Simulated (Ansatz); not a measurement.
# Σ5 (310) boundary in bcc Ta, starting shift (0.33, 0): structure and resistance

Aim: the relaxed structure and the specific resistance of the Σ5 (310) boundary in bcc Ta, starting shift (0.33, 0).

Method: Ansatz plane-wave DFT, PBE, PAW files; relaxation of a bicrystal slab with its lowest layers held; PAW set soft_1, in the first sound run; inputs show where later runs differ, in Ansatz 0.2.0.

## 1. Set-up

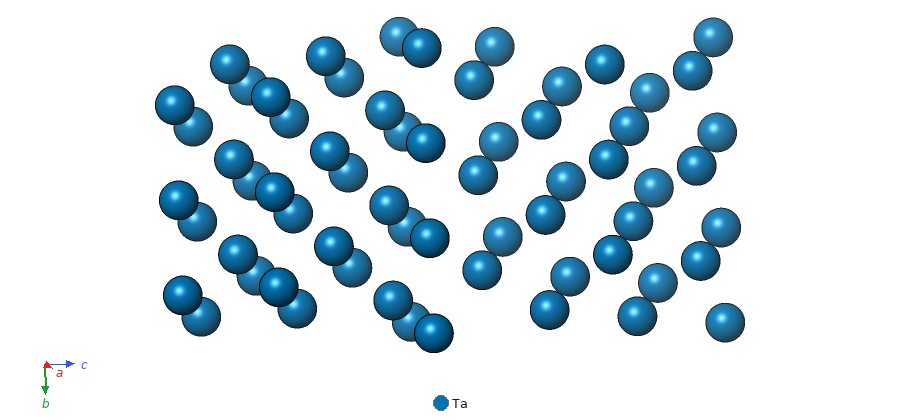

The starting structure, seen from the side, with the c axis across the page (tantalum blue). 1×3×1 cells are drawn. Some periodic images of atoms are drawn too.

The cell holds 18 atoms: 18 Ta. Cell: a = 5.477 Å, b = 3.303 Å, c = 29.799 Å, α = 90.0°, β = 90.0°, γ = 72.5°. It derives from Ta. built on the (3 1 0) plane; 2 overlapping atoms removed and the grains opened by 0 Å. Vacuum lies along c.

## 2. Relaxing the bicrystal

The boundary is built by mirroring the lower grain in the boundary plane and removing any atoms that overlap. A thin bicrystal slab is relaxed first, with the lowest layers held and the upper grain free to shift and open.

input.yaml

```yaml
crystal:
  lattice:
    - [5.4766761838, 0.0, 0.0]
    - [0.9957593061, 3.1488674087, 0.0]
    - [0.0, 0.0, 29.7985010762]
  atoms:
    - { symbol: Ta, position: [0.7999999999, 0.6, 0.1677936748] }
    - { symbol: Ta, position: [0.1999999999, 0.9, 0.2028411146] }
    - { symbol: Ta, position: [0.5999999999, 0.2, 0.2378885543] }
    - { symbol: Ta, position: [1.0, 0.5, 0.2729359941] }
    - { symbol: Ta, position: [0.4, 0.8, 0.3079834338] }
    - { symbol: Ta, position: [0.8, 0.1, 0.3430308735] }
    - { symbol: Ta, position: [0.2, 0.4, 0.3780783133] }
    - { symbol: Ta, position: [0.6, 0.7, 0.413125753] }
    - { symbol: Ta, position: [0.0, 0.0, 0.4481731928] }
    - { symbol: Ta, position: [0.53, 0.4, 0.5182680723] }
    - { symbol: Ta, position: [0.13, 0.1, 0.553315512] }
    - { symbol: Ta, position: [0.73, 0.8, 0.5883629517] }
    - { symbol: Ta, position: [0.33, 0.5, 0.6234103915] }
    - { symbol: Ta, position: [0.9299999999, 0.2, 0.6584578312] }
    - { symbol: Ta, position: [0.5299999999, 0.9, 0.693505271] }
    - { symbol: Ta, position: [0.1299999999, 0.6, 0.7285527107] }
    - { symbol: Ta, position: [0.7299999999, 0.3, 0.7636001505] }
    - { symbol: Ta, position: [0.3299999999, 0.0, 0.7986475902] }
kpoints:
  mp_grid: { grid: [7, 7, 1] }
hamiltonian:
  xc: pbe
  pseudopotentials: { kind: paw, azcp: { folder: soft_1 } }
scf:
  occupations: { method: fermi_dirac, width: 0.1 }
relax:
  f_tol: 0.03
  max_steps: 80
  constraints: [{ sites: [0, 1, 2] }]
```

Launch:

```sh
ansatz run input.yaml --threads 4 --pin off --max-ram 15360MiB --backend cpu --events-out ev --progress --plain --runs-dir out
```

Numbers of over 12 decimals in the logs are rounded to 6 here.

Log:

```text
Engine: ansatz 0.2.0, aarch64-unknown-linux-gnu
Pseudopotentials: kind: paw
Pseudopotential: Ta, paw, valence charge 13, recommended cutoff 420 eV (normal), soft_1/Ta.paw.azcp
Functional definition: PBE
  parameter kappa = 0.804
  parameter beta = 0.066725
  exchange = pbe_x(kappa = kappa, mu = beta*pi^2/3)
  correlation = pbe_c(beta = beta)
Crystal: 18 atoms, lattice volume = 513.885 Å³
Basis set: ecut = 420 eV, 10051 PW (Γ), exchange–correlation on 80×48×400 points (8 copies of the dense FFT grid, shifted against one another)
Bands: 141, of which v1, the nominal top of the filled ones, is band 117 counted from 1 (116 counted from 0)
Symmetry: 1 space group operations
Space group: P1 (ITA 1), of the structure as read, at distance tolerance 8.0e-5 Å
k-points: 25 of 49 (time reversal used)
Non-local potential: Ta, projectors of the file, l = 0: 3, l = 1: 2, l = 2: 2, l = 3: 1
PAW form: soft (Blöchl's): semilocal exchange-correlation on the pseudo side does not see the compensation charge
PAW one-centre angular grid: Ta, 590 points (default); XC on 64 Gauss nodes
Initial density: superposition of atomic densities (neutral atoms: chi_scale 0, normalization atom)
Initial wavefunctions: pseudopotential atomic-orbital guess
Functional: x = pbe(κ = 0.804, μ = 0.219515), c = pbe(β = 0.066725)
SCF iter   1: F=—  HF=-178802.382039 eV  |F-HF|=—  |Δ(HF+E_count)|=         —  Δρ=5.40e-2  dr2=2.14e2  ethr=3.10e-3  ⟨swp⟩=9.3  Hψ=16825  notcnv=0  defer=5
preconditioner: auto → LDOS  [metal: Δε(μ)=0.010 eV  Ē_g=4.227 eV  σ=0.100 eV  W_gap=0.03  n_scr=112 (ndim 8)  ℏωp=15.5 eV  f_vac=0.268  D(μ)=16.14/eV (n_scr^D=112)  β→1.0]
SCF iter   2: F=—  HF=-178801.904771 eV  |F-HF|=—  |Δ(HF+E_count)|=   4.77e-1  Δρ=6.16e-2  dr2=6.08e2  ethr=3.10e-3  ⟨swp⟩=14.1  Hψ=23341  notcnv=0  defer=23  recentre
SCF iter   3: F=—  HF=-178792.480052 eV  |F-HF|=—  |Δ(HF+E_count)|=    9.42e0  Δρ=2.59e-2  dr2=5.68e1  ethr=3.10e-3  ⟨swp⟩=12.2  Hψ=15752  notcnv=0  defer=20
SCF iter   4: F=—  HF=-178789.952657 eV  |F-HF|=—  |Δ(HF+E_count)|=    2.53e0  Δρ=4.44e-3  dr2=1.95e-1  ethr=3.10e-3  ⟨swp⟩=7.4  Hψ=7463  notcnv=0  defer=23
SCF iter   5: F=—  HF=-178789.926832 eV  |F-HF|=—  |Δ(HF+E_count)|=   2.58e-2  Δρ=2.01e-3  dr2=1.67e-1  ethr=8.35e-5  ⟨swp⟩=5.7  Hψ=7712  notcnv=0  defer=16
SCF iter   6: F=—  HF=-178789.927861 eV  |F-HF|=—  |Δ(HF+E_count)|=   1.03e-3  Δρ=1.05e-3  dr2=3.95e-2  ethr=7.13e-5  ⟨swp⟩=2.5  Hψ=3864  notcnv=0  defer=13
SCF iter   7: F=—  HF=-178789.925354 eV  |F-HF|=—  |Δ(HF+E_count)|=   2.51e-3  Δρ=1.94e-4  dr2=7.66e-4  ethr=1.69e-5  ⟨swp⟩=2.1  Hψ=3930  notcnv=0  defer=9
SCF iter   8: F=—  HF=-178789.925169 eV  |F-HF|=—  |Δ(HF+E_count)|=   1.85e-4  Δρ=6.27e-5  dr2=1.35e-4  ethr=3.27e-7  ⟨swp⟩=2.7  Hψ=6028  notcnv=0  defer=7
SCF iter   9: F=—  HF=-178789.925324 eV  |F-HF|=—  |Δ(HF+E_count)|=   1.56e-4  Δρ=2.53e-5  dr2=1.70e-5  ethr=5.78e-8  ⟨swp⟩=2.7  Hψ=5124  notcnv=0  defer=7
SCF iter  10: F=-178789.925322 eV  HF=-178789.925325 eV  |F-HF|=2.84e-6  |Δ(HF+E_count)|=   1.03e-6  Δρ=6.67e-6  dr2=3.38e-6  ethr=7.26e-9  ⟨swp⟩=4.3  Hψ=10309  notcnv=0
SCF 1 converged in 10 iterations: F = -178789.925322 eV  dr2 = 3.38e-6
  greatest PAW one-centre occupation: 0.999 electrons in one spin orbital (limit 2), on the Ta atom at site 3 (counted from 0), in its partial waves of l = 0
relax step   1: F+E_penalty+E_count = -178789.92532243 eV  Δ(F+E_penalty+E_count) = +0.000e0 eV  max|allowed force component| = 1.658e0 eV/Å  Δτ_max = 0.0000 Å  (10 SCF iters, dr2 threshold 2.25e-5 eV, accepted)
Initial density: handed on by an earlier stage of this run
Initial wavefunctions: those handed on with the density
SCF iter   1: F=—  HF=-178791.374090 eV  |F-HF|=—  |Δ(HF+E_count)|=         —  Δρ=1.76e-2  dr2=1.72e1  ethr=3.10e-3  ⟨swp⟩=7.4  Hψ=8190  notcnv=0  defer=8
preconditioner: auto → LDOS  [metal: Δε(μ)=0.018 eV  Ē_g=3.584 eV  σ=0.100 eV  W_gap=0.05  n_scr=112 (ndim 8)  ℏωp=15.5 eV  f_vac=0.277  D(μ)=23.02/eV (n_scr^D=226)  β→1.0]
SCF iter   2: F=—  HF=-178790.693433 eV  |F-HF|=—  |Δ(HF+E_count)|=   6.81e-1  Δρ=6.52e-3  dr2=6.83e-1  ethr=3.10e-3  ⟨swp⟩=3.4  Hψ=5290  notcnv=0  defer=8
SCF iter   3: F=—  HF=-178790.655413 eV  |F-HF|=—  |Δ(HF+E_count)|=   3.80e-2  Δρ=3.52e-3  dr2=2.41e-1  ethr=2.92e-4  ⟨swp⟩=2.6  Hψ=6721  notcnv=0  defer=4
SCF iter   4: F=—  HF=-178790.617207 eV  |F-HF|=—  |Δ(HF+E_count)|=   3.82e-2  Δρ=1.20e-3  dr2=3.43e-2  ethr=1.03e-4  ⟨swp⟩=2.0  Hψ=5683  notcnv=0  defer=4
SCF iter   5: F=—  HF=-178790.613035 eV  |F-HF|=—  |Δ(HF+E_count)|=   4.17e-3  Δρ=3.26e-4  dr2=2.65e-3  ethr=1.47e-5  ⟨swp⟩=2.0  Hψ=3884  notcnv=0  defer=4
SCF iter   6: F=—  HF=-178790.612664 eV  |F-HF|=—  |Δ(HF+E_count)|=   3.71e-4  Δρ=6.19e-5  dr2=8.05e-5  ethr=1.13e-6  ⟨swp⟩=2.0  Hψ=4823  notcnv=0  defer=4
SCF iter   7: F=-178790.612656 eV  HF=-178790.612658 eV  |F-HF|=2.12e-6  |Δ(HF+E_count)|=   5.80e-6  Δρ=1.50e-5  dr2=3.75e-6  ethr=3.44e-8  ⟨swp⟩=4.9  Hψ=11969  notcnv=0
SCF 2 converged in 7 iterations: F = -178790.612656 eV  dr2 = 3.75e-6
  greatest PAW one-centre occupation: 0.999 electrons in one spin orbital (limit 2), on the Ta atom at site 14 (counted from 0), in its partial waves of l = 0
relax step   2: F+E_penalty+E_count = -178790.61265633 eV  Δ(F+E_penalty+E_count) = -6.873e-1 eV  max|allowed force component| = 8.403e-1 eV/Å  Δτ_max = 0.1948 Å  (7 SCF iters, dr2 threshold 1.00e-4 eV, accepted)
SCF iter   1: F=—  HF=-178791.353204 eV  |F-HF|=—  |Δ(HF+E_count)|=         —  Δρ=1.43e-2  dr2=2.55e1  ethr=3.10e-3  ⟨swp⟩=6.1  Hψ=8316  notcnv=0  defer=4
preconditioner: auto → LDOS  [metal: Δε(μ)=0.008 eV  Ē_g=3.637 eV  σ=0.100 eV  W_gap=0.02  n_scr=112 (ndim 8)  ℏωp=15.5 eV  f_vac=0.282  D(μ)=21.96/eV (n_scr^D=210)  β→1.0]
SCF iter   2: F=—  HF=-178791.002481 eV  |F-HF|=—  |Δ(HF+E_count)|=   3.51e-1  Δρ=3.98e-3  dr2=3.55e-1  ethr=3.10e-3  ⟨swp⟩=1.7  Hψ=4171  notcnv=0  defer=5
SCF iter   3: F=—  HF=-178790.992190 eV  |F-HF|=—  |Δ(HF+E_count)|=   1.03e-2  Δρ=2.31e-3  dr2=8.93e-2  ethr=1.52e-4  ⟨swp⟩=2.3  Hψ=6157  notcnv=0  defer=8
SCF iter   4: F=—  HF=-178790.977659 eV  |F-HF|=—  |Δ(HF+E_count)|=   1.45e-2  Δρ=4.44e-4  dr2=4.20e-3  ethr=3.82e-5  ⟨swp⟩=2.0  Hψ=5634  notcnv=0  defer=7
SCF iter   5: F=—  HF=-178790.976693 eV  |F-HF|=—  |Δ(HF+E_count)|=   9.66e-4  Δρ=1.32e-4  dr2=2.75e-4  ethr=1.79e-6  ⟨swp⟩=3.8  Hψ=7035  notcnv=0  defer=7
SCF iter   6: F=-178790.976670 eV  HF=-178790.976684 eV  |F-HF|=1.44e-5  |Δ(HF+E_count)|=   8.54e-6  Δρ=4.02e-5  dr2=3.53e-5  ethr=1.89e-8  ⟨swp⟩=3.1  Hψ=13763  notcnv=0
SCF 3 converged in 6 iterations: F = -178790.976670 eV  dr2 = 3.53e-5
relax step   3: F+E_penalty+E_count = -178790.97666984 eV  Δ(F+E_penalty+E_count) = -3.640e-1 eV  max|allowed force component| = 5.446e-1 eV/Å  Δτ_max = 0.1945 Å  (6 SCF iters, dr2 threshold 4.41e-5 eV, accepted)
[...]
relax step   4: F+E_penalty+E_count = -178791.18657702 eV  Δ(F+E_penalty+E_count) = -2.099e-1 eV  max|allowed force component| = 4.130e-1 eV/Å  Δτ_max = 0.2000 Å  (6 SCF iters, dr2 threshold 7.62e-5 eV, accepted)
[...]
relax step   5: F+E_penalty+E_count = -178791.28880194 eV  Δ(F+E_penalty+E_count) = -1.022e-1 eV  max|allowed force component| = 1.392e-1 eV/Å  Δτ_max = 0.2000 Å  (7 SCF iters, dr2 threshold 7.16e-5 eV, accepted)
[...]
relax step   6: F+E_penalty+E_count = -178791.29306877 eV  Δ(F+E_penalty+E_count) = -4.267e-3 eV  max|allowed force component| = 4.083e-1 eV/Å  Δτ_max = 0.2000 Å  (8 SCF iters, dr2 threshold 2.20e-6 eV, accepted)
[...]
relax step   7: F+E_penalty+E_count = -178791.32301572 eV  Δ(F+E_penalty+E_count) = -2.995e-2 eV  max|allowed force component| = 9.748e-2 eV/Å  Δτ_max = 0.0914 Å  (6 SCF iters, dr2 threshold 1.89e-5 eV, accepted)
[...]
relax step   8: F+E_penalty+E_count = -178791.32451340 eV  Δ(F+E_penalty+E_count) = -1.498e-3 eV  max|allowed force component| = 1.104e-1 eV/Å  Δτ_max = 0.0504 Å  (8 SCF iters, accepted)
SCF iter   1: F=—  HF=-178791.330498 eV  |F-HF|=—  |Δ(HF+E_count)|=         —  Δρ=1.79e-3  dr2=3.41e-2  ethr=1.45e-4  ⟨swp⟩=3.2  Hψ=6356  notcnv=0  defer=10
preconditioner: auto → LDOS  [metal: Δε(μ)=0.008 eV  Ē_g=3.713 eV  σ=0.100 eV  W_gap=0.02  n_scr=112 (ndim 8)  ℏωp=15.5 eV  f_vac=0.297  D(μ)=21.14/eV (n_scr^D=192)  β→1.0]
SCF iter   2: F=—  HF=-178791.328693 eV  |F-HF|=—  |Δ(HF+E_count)|=   1.80e-3  Δρ=5.47e-4  dr2=4.30e-3  ethr=1.46e-5  ⟨swp⟩=2.2  Hψ=5098  notcnv=0  defer=10
SCF iter   3: F=—  HF=-178791.328319 eV  |F-HF|=—  |Δ(HF+E_count)|=   3.74e-4  Δρ=1.77e-4  dr2=6.82e-4  ethr=1.84e-6  ⟨swp⟩=2.0  Hψ=5975  notcnv=0  defer=10
SCF iter   4: F=—  HF=-178791.328261 eV  |F-HF|=—  |Δ(HF+E_count)|=   5.89e-5  Δρ=4.66e-5  dr2=3.66e-5  ethr=2.91e-7  ⟨swp⟩=2.2  Hψ=6044  notcnv=0  defer=10
SCF iter   5: F=—  HF=-178791.327698 eV  |F-HF|=—  |Δ(HF+E_count)|=   5.62e-4  Δρ=1.94e-5  dr2=3.61e-6  ethr=1.56e-8  ⟨swp⟩=3.0  Hψ=6527  notcnv=0  defer=10
SCF iter   6: F=—  HF=-178791.327698 eV  |F-HF|=—  |Δ(HF+E_count)|=   4.38e-7  Δρ=5.57e-6  dr2=2.99e-7  ethr=1.54e-9  ⟨swp⟩=2.1  Hψ=6106  notcnv=0  defer=10
SCF iter   7: F=-178791.327698 eV  HF=-178791.327698 eV  |F-HF|=3.81e-8  |Δ(HF+E_count)|=   1.86e-7  Δρ=2.82e-6  dr2=9.34e-8  ethr=4.27e-11  ⟨swp⟩=5.2  Hψ=13188  notcnv=0
SCF 9 converged in 7 iterations: F = -178791.327698 eV  dr2 = 9.34e-8
relax step   9: F+E_penalty+E_count = -178791.32769809 eV  Δ(F+E_penalty+E_count) = -3.185e-3 eV  max|allowed force component| = 2.954e-2 eV/Å  Δτ_max = 0.0322 Å  (7 SCF iters, accepted)
SCF converged after 7 iterations
Free energy (F): -178791.327698 eV
Harris-Foulkes:  -178791.327698 eV  (|F-HF|=3.81e-8)
Internal energy: -178790.630653 eV  (E = F + TS)
E sigma→0 (E₀):  -178790.979175 eV
Entropy (-TS):   -0.697045 eV (-38.725 meV/atom)
Fermi energy:    10.491095 eV
--- Per-component energies (eV) ---
  E_band       = -3810.420662
  E_kinetic    = 7060.402942
  E_local      = -182824.954808  (includes V_loc(G=0)·N_el)
  E_nonlocal   = -198.235917
  E_hartree    = 89096.661336
  E_xc         = -5769.380602
  E_vxc        = -4187.928294  (∫ρ·V_xc dr)
  E_paw        = -149481.880668  (= ΣΔE_a)
  E_vpaw       = -1853.062814  (= ΣTr[D̂ρ^β])
  E_aug_tail   = 0.001681  (compensation charges beyond the density's cutoff)
  E_ewald      = 63326.755382
  E_smearing   = -0.697045  (= −TS)
  E_closure    = 0.000000  (closes the sum)
  Σ components = -178791.327698   (vs F -178791.327698, Δ=0.00e0)
--- Forces (eV/Å), atoms counted from 1 ---
  atom   1  Ta    -0.03005725    -0.00639622     1.67771989
  atom   2  Ta    -0.48244372     0.14957288    -0.72463840
  atom   3  Ta     0.52155954    -0.16263821    -0.95162046
  atom   4  Ta    -0.00219699    -0.00400709     0.00219336
  atom   5  Ta     0.00005785    -0.00256603    -0.00128780
  atom   6  Ta     0.00582437     0.00059122     0.00554910
  atom   7  Ta     0.00090437     0.00381734    -0.00244093
  atom   8  Ta     0.00076492    -0.00266482     0.01027915
  atom   9  Ta    -0.00993093    -0.00506218    -0.01036700
  atom  10  Ta     0.00232661     0.00221790    -0.00567322
  atom  11  Ta     0.00077525     0.00934233    -0.00133315
  atom  12  Ta     0.00635520    -0.00363510    -0.00753002
  atom  13  Ta    -0.01230782     0.00583549    -0.00293227
  atom  14  Ta     0.00569537     0.00169012     0.00655827
  atom  15  Ta     0.01574987     0.00065445    -0.02953516
  atom  16  Ta    -0.00112431     0.00925001     0.02551743
  atom  17  Ta    -0.00566292     0.00281179    -0.00518733
  atom  18  Ta    -0.01626098     0.00112593     0.01469328
  max |Σ_I F_I| component: 6.02e-5 eV/Å
--- Relaxed structure (9 steps of the walk, 9 accepted, 0 SCFs on fresh bases) ---
  F+E_penalty+E_count = -178791.32769809 eV   max|allowed force component| = 2.954e-2 eV/Å
  atoms:
    - { symbol: Ta, position: [0.800000, 0.600000, 0.167794] }
    - { symbol: Ta, position: [0.200000, 0.900000, 0.202841] }
    - { symbol: Ta, position: [0.600000, 0.200000, 0.237889] }
    - { symbol: Ta, position: [1.000044, 0.498461, 0.271447] }
    - { symbol: Ta, position: [0.398795, 0.799661, 0.309005] }
    - { symbol: Ta, position: [0.808736, 0.089986, 0.343130] }
    - { symbol: Ta, position: [0.203230, 0.395800, 0.380350] }
    - { symbol: Ta, position: [0.608184, 0.701094, 0.411652] }
    - { symbol: Ta, position: [0.00296421, -0.074545, 0.454137] }
    - { symbol: Ta, position: [0.502543, 0.415496, 0.492022] }
    - { symbol: Ta, position: [0.112836, 0.185623, 0.535168] }
    - { symbol: Ta, position: [0.708014, 0.878230, 0.566218] }
    - { symbol: Ta, position: [0.316337, 0.569053, 0.603161] }
    - { symbol: Ta, position: [0.907558, 0.277045, 0.637074] }
    - { symbol: Ta, position: [0.508705, 0.974538, 0.675433] }
    - { symbol: Ta, position: [0.105123, 0.676972, 0.708795] }
    - { symbol: Ta, position: [0.691484, 0.384153, 0.745464] }
    - { symbol: Ta, position: [0.287793, 0.084928, 0.772471] }
```

Run time: 9.5 min. Hardware: 4 threads of Arm Neoverse V1, shared host; peak memory 2.3 GiB; 38 min of CPU time.

The steps of the relaxation:

| step | energy less that of the first step (eV) | largest force component (eV/Å) |
| --- | --- | --- |
| 1 | 0.0000 | 1.6579 |
| 2 | -0.6873 | 0.8403 |
| 3 | -1.0513 | 0.5446 |
| 4 | -1.2613 | 0.4130 |
| 5 | -1.3635 | 0.1392 |
| 6 | -1.3677 | 0.4083 |
| 7 | -1.3977 | 0.0975 |
| 8 | -1.3992 | 0.1104 |
| 9 | -1.4024 | 0.0295 |

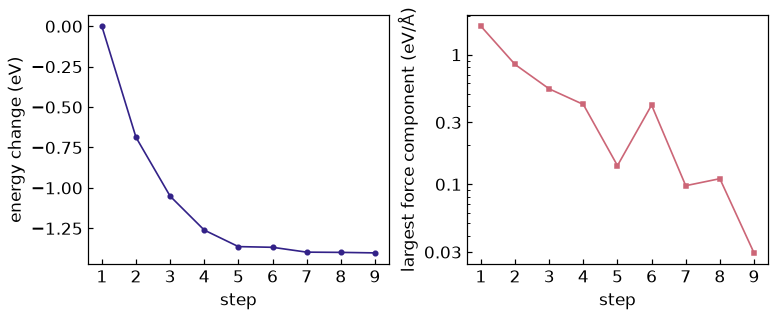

Energy and largest force along the relaxation.

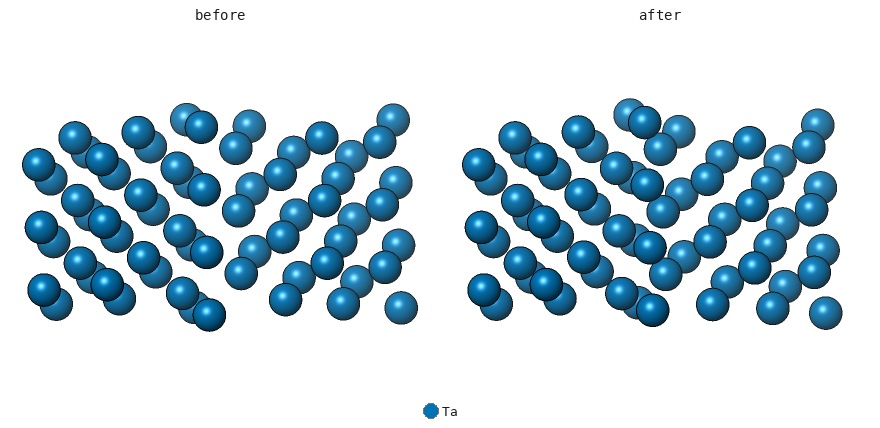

The structure before and after the relaxation, drawn at the same scale.

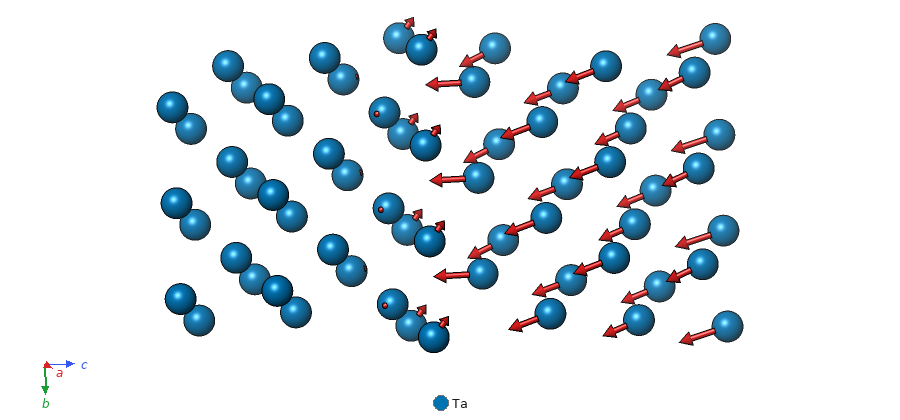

Displacements in the relaxation, exaggerated; the longest in the cell stands for 0.84 Å. 1×3×1 cells are drawn. Some periodic images of atoms are drawn too.

The atoms that moved most (Å):

| atom | dx | dy | dz | length |
| --- | --- | --- | --- | --- |
| Ta18 | -0.147 | 0.267 | -0.780 | 0.838 |
| Ta10 | -0.135 | 0.049 | -0.782 | 0.795 |
| Ta12 | -0.043 | 0.246 | -0.660 | 0.706 |
| Ta14 | -0.046 | 0.243 | -0.637 | 0.683 |
| Ta13 | -0.006 | 0.217 | -0.603 | 0.641 |
| Ta16 | -0.060 | 0.242 | -0.589 | 0.639 |
| Ta17 | -0.127 | 0.265 | -0.540 | 0.615 |
| Ta11 | -0.009 | 0.270 | -0.541 | 0.604 |

Numbers from this step:

```
free energy             : -178791.3277 eV
energy at zero smearing : -178790.9792 eV
Fermi energy            : 10.49 eV
```

The largest force component on a free atom ends at 0.030 eV/Å, under the tolerance of 0.03, after 9 steps.

(Part 1 of 3 ends here.)

[Logs are printed without paths, hosts, clocks, repeated set-up lines and the standing remarks that a program may print on its own settings, such as how far it seeks lower states.]

[Hosts, paths, dates, database ids (printed as entryN), source tags and the programs' standing remarks are cut or masked in the printed files.]
